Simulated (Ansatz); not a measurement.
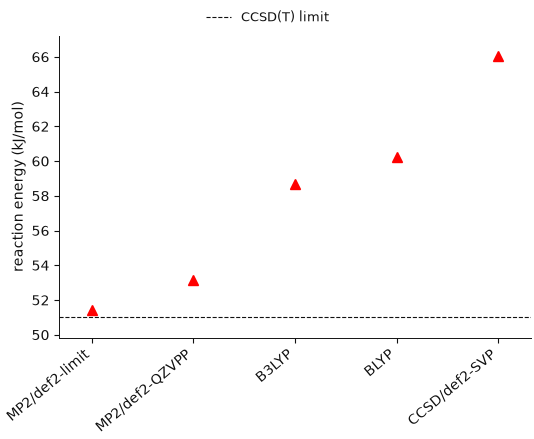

Electronic reaction energy of TiHOF₃ ([OH][Ti]([F])([F])[F]) + NH₃ (N) → TiNH₂F₃ ([NH2][Ti]([F])([F])[F]) + H₂O (O) (SMILES in brackets) at several levels (functionals in def2-TZVPP unless a basis is named), isolated molecules at PBE0-D4 triple-zeta geometries, minima by their frequencies, no zero-point or thermal terms, the Ansatz code 0.2.0. The line is frozen-core CCSD(T) at the basis limit (MP2 extrapolated from triple and quadruple zeta, plus CCSD(T) less MP2 in a smaller set). The distance of MP2/def2-QZVPP and CCSD/def2-SVP to the limit includes basis error. The limit lies 4.4 kJ/mol from CCSD(T)/def2-TZVPP, so the line itself is uncertain by a part of that.

**Which level comes closest to the line (CCSD(T) limit), and which misses most?**

Closest MP2/def2-limit (51.5 kJ/mol), against 51.0 kJ/mol; farthest CCSD/def2-SVP (66.0 kJ/mol).

**Give the values.**

| level | kJ/mol | less CCSD(T) limit |
| --- | --- | --- |
| MP2/def2-limit | 51.5 | 0.4 |
| MP2/def2-QZVPP | 53.2 | 2.2 |
| B3LYP | 58.7 | 7.7 |
| BLYP | 60.2 | 9.2 |
| CCSD/def2-SVP | 66.0 | 15.0 |
| CCSD(T) limit | 51.0 | 0.0 |

Note: no scalar relativity up to krypton; outer-core shells are correlated without core-valence functions, which makes the correlated values less sure.
